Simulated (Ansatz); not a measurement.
# The cluster Te₂Mo: a spread of methods and bases

How do the results and run time of the cluster Te₂Mo respond when the settings are drawn wide?

Program: Ansatz 0.2.0, Gaussian basis. Level of theory: the settings change from run to run. These are calculated values, not measurements.

3 further runs of the same task are left out: 3 set aside as unsound or not needed.

## (1) The geometry

An earlier B3LYP-D4 in a triple-zeta def2 set relaxation fixed the geometry. Mo, Te take a core potential in def2 sets; no spin-orbit term is included.

3 atoms, charge 0, spin multiplicity 1.

Atoms are counted from 1 here; the program's logs count them from 0.

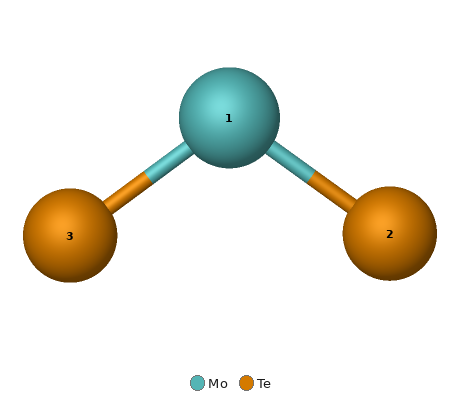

The structure; molybdenum teal, tellurium orange; atoms are numbered from 1 in the order of the file.

## (2) wPBEh/def2-TZVPD

Options: a point charge of 1.00 e beside it, the search for lower states set to off.

Contents of in.yaml:

```yaml
crystal:
  periodic: [false, false, false]
  atoms:
    - {symbol: Mo, position_ang: [0.125974, 0.831756, 0.453700]}
    - {symbol: Te, position_ang: [-1.685762, -0.744318, 0.825900]}
    - {symbol: Te, position_ang: [1.559788, -0.087428, -1.279601]}
basis:
  gaussian: {orbitals: def2-TZVPD, point_charges: [{charge: 1.00, position_ang: [5.859, 0.263, -0.095]}]}
hamiltonian: {xc: {name: wPBEh}}
scf: {lower_state_search: off}
output: {forces: true}
```

The run is started by

```
$ ansatz run in.yaml --threads 4 --pin off --events-out ev --progress --plain --max-ram 3916MiB
```

Standard output (excerpt; [...] marks lines left out):

```text
Functional definition: wPBEh
  name "wPBEh"
  cite "Heyd, Scuseria & Ernzerhof, J. Chem. Phys. 118, 8207 (2003) doi:10.1063/1.1564060"
  cite "Krukau, Vydrov, Izmaylov & Scuseria, J. Chem. Phys. 125, 224106 (2006) doi:10.1063/1.2404663"
  cite "Heyd & Scuseria, J. Chem. Phys. 120, 7274 (2004) doi:10.1063/1.1668634"
  cite "Ernzerhof & Perdew, J. Chem. Phys. 109, 3313 (1998) doi:10.1063/1.476928"
  cite "Perdew, Burke & Ernzerhof, Phys. Rev. Lett. 77, 3865 (1996) doi:10.1103/PhysRevLett.77.3865"
  parent pbe
[...]
1332 factors; their error is unknown
82 factors; integrals over basis functions are off by at most 1.2e-4 eV
[...]
mean field -16443.05052418 eV, -604.2709612636 hartree, gradient 1.8e-6 eV, S^2 0.000000; 0 other end points of the search recorded, 0 dependent functions left out
[...]
reference -16443.05057577 eV, -604.2709631596 hartree; 31, 31 occupied and 127, 127 virtual orbitals, 1332 factors
Total energy: -16443.05057577 eV, -604.2709631596 hartree
Atom 0 at     0.125974     0.831756     0.453700 Å, force    -0.538726    -0.241693     0.208351 eV/Å
Atom 1 at    -1.685762    -0.744318     0.825900 Å, force     0.495526     0.338070    -0.124377 eV/Å
Atom 2 at     1.559788    -0.087428    -1.279601 Å, force     0.301214    -0.059061    -0.013955 eV/Å
Dipole moment:    -0.839530     0.503440     0.485093 e Å
Checks for a lower state left out: stability, starts, cluster_reference, orbital_swaps, neighbouring_geometries, increment
```

It took 2.6 s on 4 threads of Arm Neoverse V2, shared host.

Largest force 0.626 eV/Å, dipole 5.25 D.

## (3) SPW92/def2-SVPD

Options: charge -1, multiplicity 2, density fitting with def2-universal-jkfit, a grid of angular degree 11, the search for lower states set to off.

Contents of in.yaml:

```yaml
crystal:
  periodic: [false, false, false]
  atoms:
    - {symbol: Mo, position_ang: [0.125974, 0.831756, 0.453700]}
    - {symbol: Te, position_ang: [-1.685762, -0.744318, 0.825900]}
    - {symbol: Te, position_ang: [1.559788, -0.087428, -1.279601]}
basis:
  gaussian: {orbitals: def2-SVPD, fitting: {mean_field: def2-universal-jkfit}, final_grid: {core_spheres: 5, valence_spheres: 4, degree: 11}}
total_charge: -1
magnetization: {spin_polarized: true, initial_magnetization: 1}
hamiltonian: {xc: {name: SPW92}}
scf: {lower_state_search: off}
```

The command is unchanged.

Standard output (excerpt; [...] marks lines left out):

```text
Functional definition: SPW92
  name "SPW92"
  cite "Dirac, Proc. Camb. Phil. Soc. 26, 376 (1930) doi:10.1017/S0305004100016108"
  cite "Slater, Phys. Rev. 81, 385 (1951) doi:10.1103/PhysRev.81.385"
  cite "Perdew & Wang, Phys. Rev. B 45, 13244 (1992) doi:10.1103/PhysRevB.45.13244"
[...]
691 factors; integrals over basis functions are off by at most 6.1e-2 eV
[...]
mean field -16420.12510792 eV, -603.4284677553 hartree, gradient 7.5e-6 eV, S^2 1.538622; 0 other end points of the search recorded, 0 dependent functions left out
reference -16420.12514480 eV, -603.4284691110 hartree; 32, 31 occupied and 72, 73 virtual orbitals, 691 factors
Total energy: -16420.12514480 eV, -603.4284691110 hartree
Checks for a lower state left out: stability, starts, cluster_reference, orbital_swaps, neighbouring_geometries, increment
```

Wall time 0.95 s (4 threads of Arm Neoverse V2, shared host).

⟨S²⟩ 1.539. The spin excess of 0.79 shows a contaminated determinant.

## (4) revPBE/def2-TZVP

This run has multiplicity 3, D3(BJ) dispersion.

Contents of in.yaml:

```yaml
crystal:
  periodic: [false, false, false]
  atoms:
    - {symbol: Mo, position_ang: [0.125974, 0.831756, 0.453700]}
    - {symbol: Te, position_ang: [-1.685762, -0.744318, 0.825900]}
    - {symbol: Te, position_ang: [1.559788, -0.087428, -1.279601]}
basis:
  gaussian: {orbitals: def2-TZVP}
magnetization: {spin_polarized: true, initial_magnetization: 2}
hamiltonian: {xc: {name: revPBE}, dispersion: d3bj}
```

Launched as before.

Standard output (excerpt; [...] marks lines left out):

```text
Functional definition: revPBE
  name "revPBE"
  cite "Zhang & Yang, Phys. Rev. Lett. 80, 890 (1998) doi:10.1103/PhysRevLett.80.890"
  cite "Perdew, Burke & Ernzerhof, Phys. Rev. Lett. 77, 3865 (1996) doi:10.1103/PhysRevLett.77.3865"
[...]
1080 factors; their error is unknown
[...]
mean field -16447.80895707 eV, -604.4458304470 hartree, gradient 1.1e-5 eV, S^2 2.126077; 11 other end points of the search recorded, 0 dependent functions left out
reference -16447.80900381 eV, -604.4458321647 hartree; 32, 30 occupied and 108, 110 virtual orbitals, 1080 factors
Total energy: -16448.09082773 eV, -604.4561890027 hartree
```

It took 18 s on 4 threads of Arm Neoverse V2, shared host.

⟨S²⟩ 2.126. The spin excess of 0.13 shows a contaminated determinant.

## (5) PBE0/def2-mTZVPP

Set apart from the defaults: a grid of angular degree 11.

Contents of in.yaml:

```yaml
crystal:
  periodic: [false, false, false]
  atoms:
    - {symbol: Mo, position_ang: [0.125974, 0.831756, 0.453700]}
    - {symbol: Te, position_ang: [-1.685762, -0.744318, 0.825900]}
    - {symbol: Te, position_ang: [1.559788, -0.087428, -1.279601]}
basis:
  gaussian: {orbitals: def2-mTZVPP, final_grid: {core_spheres: 5, valence_spheres: 4, degree: 11}}
hamiltonian: {xc: {name: PBE0}}
scf: {omitted_lower_state_checks: [starts]}
output: {forces: true}
```

Same command.

Standard output (excerpt; [...] marks lines left out):

```text
Functional definition: PBE0
  name "PBE0"
  cite "Adamo & Barone, J. Chem. Phys. 110, 6158 (1999) doi:10.1063/1.478522"
  cite "Perdew, Burke & Ernzerhof, Phys. Rev. Lett. 77, 3865 (1996) doi:10.1103/PhysRevLett.77.3865"
  parent pbe
[...]
1212 factors; integrals over basis functions are off by at most 1.4e-4 eV
[...]
mean field -16442.40004984 eV, -604.2470567728 hartree, gradient 2.4e-5 eV, S^2 0.000000; 0 other end points of the search recorded, 0 dependent functions left out
[...]
reference -16442.40007649 eV, -604.2470577518 hartree; 31, 31 occupied and 74, 74 virtual orbitals, 1212 factors
Total energy: -16442.40007649 eV, -604.2470577518 hartree
Atom 0 at     0.125974     0.831756     0.453700 Å, force    -0.000383    -0.004543    -0.002717 eV/Å
Atom 1 at    -1.685762    -0.744318     0.825900 Å, force     0.086755     0.019674    -0.054876 eV/Å
Atom 2 at     1.559788    -0.087428    -1.279601 Å, force    -0.086372    -0.015131     0.057593 eV/Å
Dipole moment:     0.085491     0.564553     0.307961 e Å
Checks for a lower state left out: starts
```

It took 1.7 s on 4 threads of Arm Neoverse V2, shared host.

Largest force 0.105 eV/Å, dipole 3.12 D.

## (6) The runs in one table

| level | charge | multiplicity | geometry | functions | energy (eV) | time |
| --- | --- | --- | --- | --- | --- | --- |
| wPBEh/def2-TZVPD | 0 | 1 | relaxed, point charge | 158 | -16443.051 | 2.6 s |
| SPW92/def2-SVPD | -1 | 2 | relaxed | 104 | -16420.125 | 0.95 s |
| revPBE/def2-TZVP | 0 | 3 | relaxed | 140 | -16448.091 | 18 s |
| PBE0/def2-mTZVPP | 0 | 1 | relaxed | 105 | -16442.400 | 1.7 s |

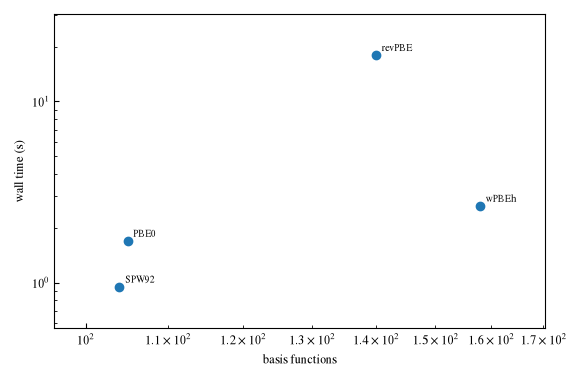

Wall time against the number of basis functions (shared host).

## (7) Results

| quantity | value |
| --- | --- |
| runs | 4 |
| quickest | SPW92/def2-SVPD, 0.95 s |
| slowest | revPBE/def2-TZVP, 18 s |

What this shows: The runs differ in state or geometry as well as level, so their energies can't be set against each other. revPBE/def2-TZVP took 19 times as long as SPW92/def2-SVPD. The jobs differ in tasks and options as well as level. At the B3LYP-D4/def2-TZVP geometry and in the same state, runs without warnings or point charges leave forces up to 0.10 eV/Å (PBE0/def2-mTZVPP).
